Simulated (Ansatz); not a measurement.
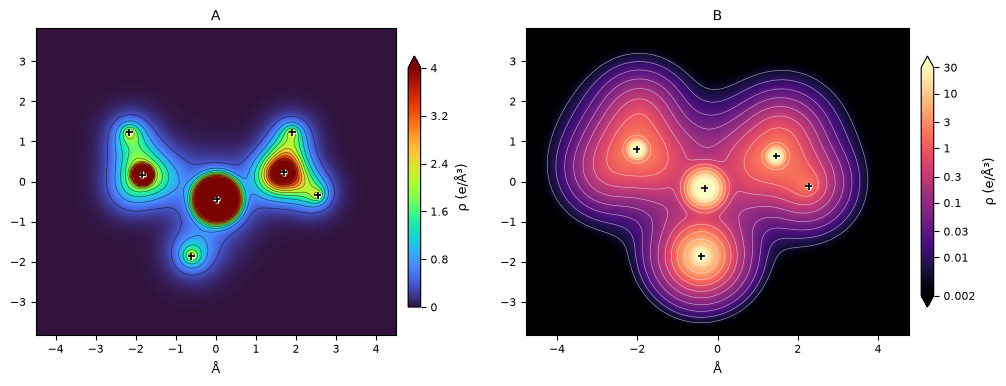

The electron density of 2 systems, each on a plane through atoms (crosses mark nuclei in the plane).

Method: Ansatz, RKS PBE-D4/def2-SVP.

System 1: C₂H₆AlF···H₂, the plane of atoms C3, Al1 and F11. Not at a stationary point (largest force 1.9 eV/Å).

```xyz
12

Al    0.0084    0.7491   -0.4776
H     0.0248   -0.0174    2.1717
C     1.7440    0.0187   -1.0022
H     1.7123   -1.0809   -1.1492
H     2.0670    0.4600   -1.9706
H     2.5383    0.2484   -0.2626
C    -1.7343    0.0402   -1.0046
H    -1.8760   -0.9932   -0.6203
H    -2.5780    0.6566   -0.6336
H    -1.8230   -0.0262   -2.1105
F     0.0261    2.1761    0.4361
H     0.0273    0.6667    1.9340
```

System 2: CH₆GaN, the plane of atoms H6, Ga1 and N7. Not at a stationary point (largest force 1.6 eV/Å).

```tsv
atom	x (Å)	y (Å)	z (Å)
Ga	0.2192	0.1005	-0.0184
C	1.0036	-0.1110	1.7658
H	0.4495	-0.4337	2.6719
H	1.8603	-0.8002	1.6042
H	1.4362	0.8967	1.9472
H	1.6751	0.4735	-0.4345
N	-1.3807	-0.0455	-0.8461
H	-2.2538	-0.2407	-0.3562
H	-1.5245	0.1604	-1.8361
```

**Which map belongs to which system?**

Panel A is system 2, CH₆GaN: the plane holds Ga, C, H and N. Ga–N (1.81 Å): the density is about 0.93 e/Å³ at the midpoint. Panel B is system 1, C₂H₆AlF···H₂: the plane holds Al, C, H and F. Al–F (1.69 Å): ρ at the midpoint is about 0.74 e/Å³.
